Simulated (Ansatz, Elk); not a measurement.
## How far do independent atoms describe Na2VN2?

Structure refinements treat a crystal as free atoms side by side. For a made-up structure of Na2VN2 (cell and positions from a PBE relaxation) the runs below show what the calculated density changes in F(hkl).

Program: Elk 11.2.3 (patched build). Level of theory: DFT, PBE, all-electron APW+lo, Dirac cores, scalar-relativistic bands, static density, no spin. Results are calculated unless marked as measured.

The structure was built from a prototype and need not be the compound's stable phase.

## Step 1: Starting point

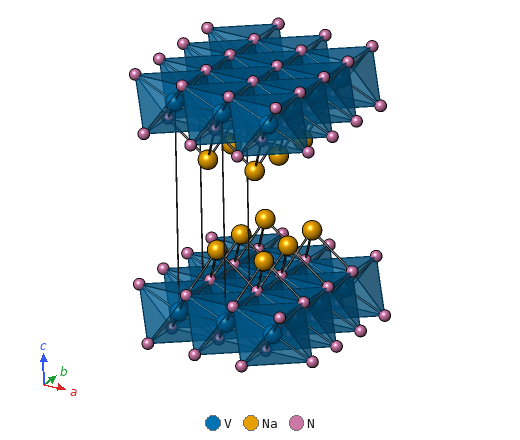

The starting structure, seen slightly off an axis (vanadium blue, sodium orange, nitrogen pink). 2×3×1 cells are drawn. Some periodic images of atoms are drawn too.

## Step 2: Ground state and structure factors

An all-electron density is needed, since X-rays see the cores too. Task 0 finds the density and task 195 Fourier-transforms it; tshift is off so that phases refer to the origin typed.

The input, elk.in:

```
tasks
  0
  195

xctype
  20

spinpol
  .false.

rgkmax
  7.0

gmaxvr
  14.0

lmaxo
  7

lmaxapw
  8

swidth
  0.002

tshift
  .false.

ramdisk
  .false.

hmaxvr
  5.5

maxscl
  120

epspot
  1e-06

sppath
  './'

avec
  5.61460022543 0.00000000000 0.00000000000
  -2.80730011272 4.86238642732 0.00000000000
  0.00000000000 0.00000000000 16.74195730020

atoms
  3
  'V.in'
  1
  0.0000000000 0.0000000000 0.0000000000   0.000000 0.000000 0.000000
  'Na.in'
  2
  0.3333333333 0.6666666667 0.6937633268   0.000000 0.000000 0.000000
  0.6666666667 0.3333333333 0.3062366732   0.000000 0.000000 0.000000
  'N.in'
  2
  0.3333333333 0.6666666667 0.1204535333   0.000000 0.000000 0.000000
  0.6666666667 0.3333333333 0.8795464667   0.000000 0.000000 0.000000

ngridk
  9 9 3
```

Run with:

```
$ OMP_NUM_THREADS=4 elk
```

Numbers of over 12 decimals in the logs are rounded to 6 here.

What it wrote:

```text
┌─────────────────────────┐
│ Elk code version 11.2.3 │
└─────────────────────────┘

All units are atomic (Hartree, Bohr, etc.)

┌─────────────────────────────────────────────────┐
│ Ground-state run starting from atomic densities │
└─────────────────────────────────────────────────┘

Lattice vectors :
   5.614600225       0.000000000       0.000000000
  -2.807300113       4.862386427       0.000000000
   0.000000000       0.000000000       16.74195730

Reciprocal lattice vectors :
   1.119079731      0.6461009837      -0.000000000
   0.000000000       1.292201967       0.000000000
   0.000000000      -0.000000000      0.3752957432

Unit cell volume      :    457.0613933
Brillouin zone volume :   0.5427065534

Muffin-tin inner radius fraction :   0.1000000000E-01

Nuclei treated as point charges

Species : 1 (V)
 parameters loaded from : V.in
 name : vanadium
 nuclear charge    :   -23.00000000
 electronic charge :    23.00000000
 atomic mass :    92860.67382
 muffin-tin radius :    2.152961455
 number of radial points in muffin-tin :    993
 inner part over the whole radius :   0.9930387833E-02
 number on inner part of muffin-tin    :    697
 approximate nuclear radius :   0.6897515165E-04
 number of mesh points to nuclear radius :    329
 atomic positions (lattice), magnetic fields (Cartesian) :
  1 :   0.00000000  0.00000000  0.00000000    0.00000000  0.00000000  0.00000000

Species : 2 (Na)
 parameters loaded from : Na.in
 name : sodium
 nuclear charge    :   -11.00000000
 electronic charge :    11.00000000
 atomic mass :    41907.78703
 muffin-tin radius :    2.200000000
 number of radial points in muffin-tin :    793
 inner part over the whole radius :   0.9883648912E-02
 number on inner part of muffin-tin    :    551
 approximate nuclear radius :   0.5574345702E-04
 number of mesh points to nuclear radius :    238
 atomic positions (lattice), magnetic fields (Cartesian) :
  1 :   0.33333333 -0.33333333 -0.30623667    0.00000000  0.00000000  0.00000000
  2 :  -0.33333333  0.33333333  0.30623667    0.00000000  0.00000000  0.00000000

Species : 3 (N)
 parameters loaded from : N.in
 name : nitrogen
 nuclear charge    :   -7.000000000
 electronic charge :    7.000000000
 atomic mass :    25532.65216
 muffin-tin radius :    1.614721092
 number of radial points in muffin-tin :    593
 inner part over the whole radius :   0.9770551559E-02
 number on inner part of muffin-tin    :    405
 approximate nuclear radius :   0.4939692610E-04
 number of mesh points to nuclear radius :    171
 atomic positions (lattice), magnetic fields (Cartesian) :
  1 :   0.33333333 -0.33333333  0.12045353    0.00000000  0.00000000  0.00000000
  2 :  -0.33333333  0.33333333 -0.12045353    0.00000000  0.00000000  0.00000000

Total number of atoms per unit cell :    5
Total muffin-tin volume :    166.2769692
 ratio of muffin-tin to unit cell volume :   0.3637956992

Spin treatment :
 spin-unpolarised

Number of Bravais lattice symmetries :   24
Number of crystal symmetries         :   12
Crystal has inversion symmetry
Real symmetric eigensolver will be used

k-point grid :      9     9     3
k-point offset :    0.000000000       0.000000000       0.000000000
k-point set is reduced with full crystal symmetry group
Total number of k-points :       31

Muffin-tin radius times maximum |G+k| :    7.000000000
 using average radius
Maximum |G+k| for APW functions       :    3.577852775
Maximum (1/2)|G+k|²                   :    6.400515238
Maximum |G| for potential and density :    14.00000000
Constant for pseudocharge density :    8
 order of it for each species :   15  15  15
 order of it for pair densities of each species (exact exchange by exxq0 0: 16) :   12  12   5
Radial integration step length :    1

G-vector grid sizes :     27    27    75
Number of G-vectors :    21219

Maximum angular momentum used for
 APW functions            :    8
 outer part of muffin-tin :    7
 inner part of muffin-tin :    2

Total nuclear charge    :   -59.00000000
[...]
xc potential                :     -121.51331965868
 exchange                    :     -85.933686128712
 correlation                 :     -2.294777
 electron entropic           :    -0.10396434860223E-02
 total energy                :     -1384.9573931851

Density of states at Fermi energy :    77.54374092
 (states/Hartree/unit cell)

Estimated indirect band gap :   0.3012002438E-02
 from k-point 14 to k-point 13
Estimated direct band gap   :   0.4448306038E-02
 at k-point 2

Charges :
 core                        :    18.00000000
 valence                     :    41.00000000
 interstitial                :    5.143136453
 muffin-tins (core leakage)
  species : 1 (V)
   atom 1                    :    20.21164468     ( -0.2139781543E-06)
  species : 2 (Na)
[...]
species : 3 (N)
[...]
total in muffin-tins        :    53.85686355
 total calculated charge     :    59.00111348
 total charge                :    59.00000000
 error                       :   0.1113481432E-02

RMS change in Kohn-Sham potential (target) :    1.505318205     (  0.1000000000E-05)
Absolute change in total energy (target)   :   0.2616281192     (  0.1000000000E-03)

[... loops 3 to 20 left out ...]

┌──────────────────┐
│ Loop number : 21 │
└──────────────────┘

Energies :
 Fermi                       :     0.174303
 sum of occupied eigenvalues :     -779.42675528215
 electron kinetic            :      1393.5908396478
 core electron kinetic       :      1189.6365938018
 Coulomb                     :     -2689.4473624893
 Coulomb potential           :     -2059.3861203095
 nuclear-nuclear             :     -147.07993351921
 electron-nuclear            :     -3032.1689815657
 Hartree                     :      489.80155259561
 Madelung                    :     -1659.7543023345
 xc potential                :     -113.63147462047
 exchange                    :     -85.609372207048
 correlation                 :     -2.305180
 electron entropic           :    -0.47063025834568E-03
 total energy                :     -1383.7715458442

Density of states at Fermi energy :    36.62841254
 (states/Hartree/unit cell)

Estimated indirect band gap :   0.1385566027E-02
 from k-point 5 to k-point 4
Estimated direct band gap   :   0.1549808659E-01
 at k-point 16

Charges :
 core                        :    18.00000000
 valence                     :    41.00000000
 interstitial                :    5.791784558
 muffin-tins (core leakage)
  species : 1 (V)
[...]
species : 2 (Na)
[...]
species : 3 (N)
[...]
total in muffin-tins        :    53.20821544
 total calculated charge     :    59.00095532
 total charge                :    59.00000000
 error                       :   0.9553210052E-03

RMS change in Kohn-Sham potential (target) :   0.5362635586E-06 (  0.1000000000E-05)
Absolute change in total energy (target)   :   0.6156692962E-05 (  0.1000000000E-03)

Convergence targets achieved

┌──────────────────┐
│ Loop number : 22 │
└──────────────────┘

Energies :
 Fermi                       :     0.174303
 sum of occupied eigenvalues :     -779.42675310664
 electron kinetic            :      1393.5908449825
 core electron kinetic       :      1189.6365951933
 Coulomb                     :     -2689.4473643133
 Coulomb potential           :     -2059.3861237510
 nuclear-nuclear             :     -147.07993351921
 electron-nuclear            :     -3032.1689820289
 Hartree                     :      489.80155123486
 Madelung                    :     -1659.7543024378
 xc potential                :     -113.63147433813
 exchange                    :     -85.609372040320
 correlation                 :     -2.305180
 electron entropic           :    -0.47063046128672E-03
 total energy                :     -1383.7715421900

Density of states at Fermi energy :    36.62844412
 (states/Hartree/unit cell)

Estimated indirect band gap :   0.1385530255E-02
 from k-point 5 to k-point 4
Estimated direct band gap   :   0.1549810576E-01
 at k-point 16

Charges :
 core                        :    18.00000000
 valence                     :    41.00000000
 interstitial                :    5.791784782
 muffin-tins (core leakage)
  species : 1 (V)
[...]
species : 2 (Na)
[...]
atom 2                    :    10.12590994     ( -0.9715865446E-07)
  species : 3 (N)
   atom 1                    :    5.961012988     (  0.1079816593E-05)
   atom 2                    :    5.961012988     (  0.1079816593E-05)
 total in muffin-tins        :    53.20821522
 total calculated charge     :    59.00095532
 total charge                :    59.00000000
 error                       :   0.9553208437E-03

┌──────────────────────────────┐
│ Self-consistent loop stopped │
└──────────────────────────────┘

Wrote STATE.OUT
```

It took 34 s on 4 threads of Arm Neoverse V1, shared host; peak memory 0.17 GiB.

SFACRHO.OUT:

```text

h k l indices transformed by vhmat matrix:
   1.000000000       0.000000000       0.000000000    
   0.000000000       1.000000000       0.000000000    
   0.000000000       0.000000000       1.000000000    

      h      k      l  multipl.   |H|            Re(F)            Im(F)           |F|

      0      0      0      1   0.0000000       59.000001      0.93443754E-16   59.000001    
      0      0      1      2  0.37529574       24.800945     -0.11893127E-14   24.800945    
      0      0     -2      2  0.75059149       6.1379068     -0.19821878E-14   6.1379068    
      0      0      3      2   1.1258872       25.997279     -0.99109391E-14   25.997279    
     -1      1      0      6   1.2922020       3.6825240      0.79287513E-15   3.6825240    
     -1      0     -1      6   1.3455976       23.856608      0.42617038E-14   23.856608    
     -1      1     -1      6   1.3455976       8.4430781     -0.43608132E-14   8.4430781    
     -1      0      2      6   1.4943806       38.399182     -0.51536883E-14   38.399182    
      1     -1     -2      6   1.4943806       5.3171441     -0.13875315E-14   5.3171441    
      0      0      4      2   1.5011830       9.9086401     -0.31219458E-14   9.9086401    
     -1      1     -3      6   1.7138868       22.411165     -0.26759536E-14   22.411165    
      1     -1     -3      6   1.7138868     -0.44616711      -0.0000000      0.44616711    
      0      0     -5      2   1.8764787      -5.2268831     -0.10703814E-13   5.2268831    
      0      1     -4      6   1.9807413       27.201938      0.35679381E-14   27.201938    
      0      1      4      6   1.9807413       5.0566186      0.11496689E-13   5.0566186    
      1     -2      0      6   2.2381595       31.310735      0.81430565E-14   31.310735    
      0      0     -6      2   2.2517745       18.376244      0.63430010E-14   18.376244    
     -2      1     -1     12   2.2694062       12.595865     -0.99109391E-15   12.595865
```

Elk indexes on the primitive cell of elk.in and gives |H| = 4π sin θ/λ in inverse bohr. Below, one row stands for each form hkl of the conventional cell (m members, Friedel mates merged), F is for one primitive cell and the density is static (no thermal factor). Free-atom factors are Waasmaier and Kirfel's, and R is Σm||F|−|F'||/Σm|F|.

```tsv
hkl	m	sin θ/λ (Å⁻¹)	abs F, DFT	neutral atoms	diff.
001	2	0.056	24.801	24.535	+0.265
002	2	0.113	6.138	6.143	-0.005
003	2	0.169	25.997	26.769	-0.771
100	6	0.194	3.683	4.119	-0.436
101	6	0.202	23.857	24.641	-0.785
011	6	0.202	8.443	8.397	+0.046
012	6	0.225	38.399	38.284	+0.116
102	6	0.225	5.317	5.857	-0.540
004	2	0.226	9.909	10.427	-0.519
013	6	0.258	22.411	22.364	+0.047
103	6	0.258	0.446	0.209	+0.237
005	2	0.282	5.227	4.970	+0.257
104	6	0.298	27.202	27.406	-0.204
014	6	0.298	5.057	5.033	+0.023
```

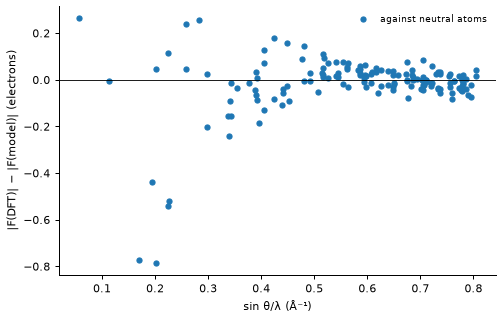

Difference between the calculated structure factors and the independent-atom ones.

## Step 3: The highest occupied states alone

An energy window below the Fermi level keeps the highest occupied states, to see at which angles they scatter; shallow core shells can lie inside it and anion s states outside. No new self-consistency is needed.

elk.in, as its differences from that of step 2:

```diff
@@ -1,3 +1,2 @@
 tasks
-  0
   195
@@ -40,2 +39,5 @@
 
+wsfac
+  -0.376940 0.474300
+
 sppath
```

Run with:

```
$ OMP_NUM_THREADS=4 elk
```

What it wrote:

```text
┌─────────────────────────────────┐
│ Elk code version 11.2.3 started │
└─────────────────────────────────┘

Info(readinput): the functional depends on the density's gradient
 muffin-tin radial points multiplied by    2.00000
 (not where nrmtscf is given)

┌────────────────────┐
│ Current task : 195 │
└────────────────────┘
Info(checkmt): changed muffin-tin radius of species 1 (V) from   2.4000 to   2.1530
Info(checkmt): changed muffin-tin radius of species 3 (N) from   1.8000 to   1.6147

Info(sfacrho): density structure factors written to SFACRHO.OUT

 Energy window :  -0.3769400000      0.4743000000

┌──────────────────┐
│ Elk code stopped │
└──────────────────┘
```

The job ended after 7.5 s (4 threads; peak memory 0.17 GiB).

States within 15 eV below the Fermi level hold 16.83 electrons; any levels below the window count with the cores, and a count that is not whole means the window cuts a band. Their amplitudes can exceed the total, where window and core parts have opposite phase:

```tsv
hkl	sin θ/λ (Å⁻¹)	abs F, window	abs F, all
001	0.056	10.813	24.801
002	0.113	3.081	6.138
003	0.169	2.738	25.997
100	0.194	1.467	3.683
101	0.202	4.002	23.857
011	0.202	2.736	8.443
012	0.225	5.215	38.399
102	0.225	3.115	5.317
004	0.226	3.503	9.909
013	0.258	4.614	22.411
```

## Step 4: Another functional

The difference from free atoms is small, so it is set against the change that PBEsol makes.

elk.in, as its differences from that of step 3:

```diff
@@ -1,2 +1,3 @@
 tasks
+  0
   195
@@ -4,3 +5,3 @@
 xctype
-  20
+  22
 
@@ -39,5 +40,2 @@
 
-wsfac
-  -0.376940 0.474300
-
 sppath
```

Run with:

```
$ OMP_NUM_THREADS=4 elk
```

What it wrote:

```text
┌─────────────────────────┐
│ Elk code version 11.2.3 │
└─────────────────────────┘

All units are atomic (Hartree, Bohr, etc.)

┌─────────────────────────────────────────────────┐
│ Ground-state run starting from atomic densities │
└─────────────────────────────────────────────────┘

Lattice vectors :
   5.614600225       0.000000000       0.000000000
  -2.807300113       4.862386427       0.000000000
   0.000000000       0.000000000       16.74195730

Reciprocal lattice vectors :
   1.119079731      0.6461009837      -0.000000000
[...]
interstitial                :    5.827335019
 muffin-tins (core leakage)
  species : 1 (V)
[...]
species : 2 (Na)
[...]
species : 3 (N)
   atom 1                    :    5.937712867     (  0.1127064965E-05)
   atom 2                    :    5.937712867     (  0.1127064965E-05)
 total in muffin-tins        :    53.17266498
 total calculated charge     :    59.00094906
 total charge                :    59.00000000
 error                       :   0.9490628456E-03

┌──────────────────────────────┐
│ Self-consistent loop stopped │
└──────────────────────────────┘

Wrote STATE.OUT
[key lines of the parts left out:]
total energy                :     -1381.6108846483
```

Elapsed: 34 s, on 4 threads; peak memory 0.17 GiB.

Against the first run R = 0.08 %; the largest change is -0.054 at 012.

## Step 5: Basis size

A smaller basis shows how fast F responds to it; the change is likely larger than the basis error of the first run, but doesn't show convergence.

elk.in, as its differences from that of step 4:

```diff
@@ -5,3 +5,3 @@
 xctype
-  22
+  20
 
@@ -11,3 +11,3 @@
 rgkmax
-  7.0
+  5.5
```

Run with:

```
$ OMP_NUM_THREADS=4 elk
```

What it wrote:

```text
┌─────────────────────────┐
│ Elk code version 11.2.3 │
└─────────────────────────┘

All units are atomic (Hartree, Bohr, etc.)

┌─────────────────────────────────────────────────┐
│ Ground-state run starting from atomic densities │
└─────────────────────────────────────────────────┘

Lattice vectors :
   5.614600225       0.000000000       0.000000000
  -2.807300113       4.862386427       0.000000000
   0.000000000       0.000000000       16.74195730

Reciprocal lattice vectors :
   1.119079731      0.6461009837      -0.000000000
[...]
interstitial                :    5.935187213
 muffin-tins (core leakage)
  species : 1 (V)
[...]
species : 2 (Na)
[...]
species : 3 (N)
   atom 1                    :    5.911218811     (  0.1073226160E-05)
   atom 2                    :    5.911218811     (  0.1073226160E-05)
 total in muffin-tins        :    53.06481279
 total calculated charge     :    59.00034029
 total charge                :    59.00000000
 error                       :   0.3402885851E-03

┌──────────────────────────────┐
│ Self-consistent loop stopped │
└──────────────────────────────┘

Wrote STATE.OUT
[key lines of the parts left out:]
total energy                :     -1383.6761883723
```

Wall time 25 s (4 threads); peak memory 0.17 GiB; 70 s of CPU time.

Against the first run R = 0.16 %; the largest change is -0.062 at 013.

## Step 6: Settings against the effect

```tsv
run	R against the first run (%)	R against neutral atoms, low angle (%)	wall time
PBE, rgkmax 7	0.00	1.91	34 s
PBEsol	0.08	1.79	34 s
rgkmax 5.5	0.16	1.83	25 s
```

## Step 7: What came out

```json
{"R against neutral atoms, sin θ/λ < 0.3 Å⁻¹": "1.91 %", "R against neutral atoms, 0.3 to 0.80 Å⁻¹": "0.45 %"}
```

In words: Independent neutral atoms miss the calculated amplitudes by R = 1.91 % below 0.3 Å⁻¹ and 0.45 % from there to 0.80 Å⁻¹; by shells, 0.87 % below 0.15 Å⁻¹ (2 forms), 1.99 % 0.15 to 0.3 (12 forms), 0.68 % 0.3 to 0.45 (23 forms), 0.40 % above 0.45 (112 forms). Bonding, aspherical density and the tables' own atoms all enter these figures, and the runs don't part them. The largest change of an amplitude is -0.78 electrons, at 101. Weak lines can change much in proportion: 103 goes from 0.21 to 0.45. The window's part falls from 16.8 electrons at the origin to at most 0.79 between 0.45 and 0.80 Å⁻¹. Below 0.3 Å⁻¹ the changes that finished (PBEsol and rgkmax 5.5) move F by R = 0.17 % at most, against the 1.91 % that separates it from free atoms. The k-mesh has no finished test. These runs have no spin, though d or f shells may be open. The electron count is odd, so without spin the run is a metal by force. Part of the difference isn't bonding: the tables are fits to free atoms and ions calculated by other methods than this functional. Thermal motion, anomalous dispersion and extinction are left out.

[Logs are printed without paths, hosts, clocks, repeated set-up lines and the standing remarks that a program may print on its own settings, such as how far it seeks lower states.]

[Hosts, paths, dates, database ids (printed as entryN), source tags and the programs' standing remarks are cut or masked in the printed files.]
